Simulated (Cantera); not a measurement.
Feed: 1 mol CaCO3, 1.5 mol O2, equilibrated at 0.160 bar.

Equilibrium computed with Cantera from the NASA thermochemical tables; the gas is ideal and each condensed phase is pure. Candidate condensed phases: C, Ca, CaCO3, CaO; 15 gas species. Equilibrium is a limit: real reactors are often held back by kinetics, nucleation or transport.

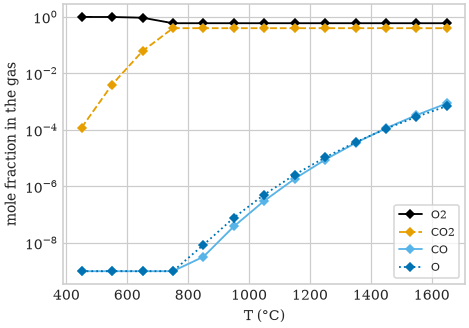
Equilibrium gas composition (values under 1e-9 drawn at 1e-9)

From 450 °C to 650 °C the condensed part is CaCO3(calcite) + CaO(s). From 750 °C to 1650 °C the condensed part is CaO(s).
